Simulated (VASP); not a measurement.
Band structure of CaS (rock salt). Level of theory: PBEsol GGA, VASP's PBE PAW potentials (set 64) (plane waves; VASP 6.6.1).

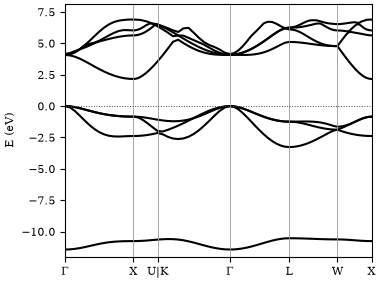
Figure: Bands along high-symmetry lines, zero at the valence-band maximum or, without a gap, the Fermi level

Read the plot: is there a gap, and where are the band edges?

The gap is indirect, 2.16 eV, from the valence maximum at Γ to the conduction minimum at X. (Edges off the drawn lines would not show.)

Measured: gap 4.43 eV (computed value off by -2.27 eV), as given by David Waroquiers et al., Physical Review B (2013), arXiv:1302.6756.

The compound is CaS in the rock salt structure. It was relaxed first.
